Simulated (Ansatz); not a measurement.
# Pressure series in SiC

Base system: SiC (space group P6_3mc, No. 186).

```
SiC
1.0
    3.09412     0.00000     0.00000
   -1.54706     2.67959     0.00000
    0.00000     0.00000    10.12917
Si C
4 4
Direct
  0.00000   0.00000   0.00031
  0.00000   0.00000   0.50031
  0.66667   0.33333   0.75025
  0.33333   0.66667   0.25025
  0.00000   0.00000   0.81285
  0.00000   0.00000   0.31285
  0.66667   0.33333   0.56221
  0.33333   0.66667   0.06221
```

Cell and atoms are relaxed at each pressure.

Level of theory: PBE, PAW, 420 eV (Ansatz, a quantum-chemistry and plane-wave program; no spin-orbit coupling), earlier PAW set.

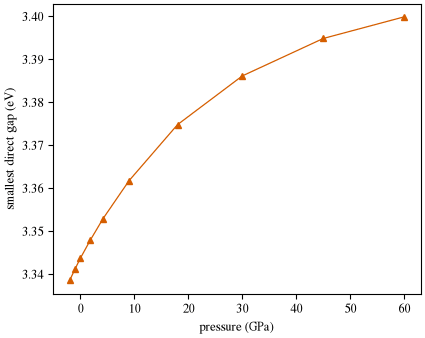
Smallest direct gap against pressure

```
pressure (GPa)  smallest direct gap
--------------  -------------------
-2                          3.34 eV
-1                          3.34 eV
1.8                         3.35 eV
4.2                         3.35 eV
9                           3.36 eV
18                          3.37 eV
30                          3.39 eV
45                          3.39 eV
60                          3.40 eV
```

Load acts through the strain it causes; cell and atoms are relaxed under it. Stability against distortions was not tested. Competing high-pressure phases were not computed.
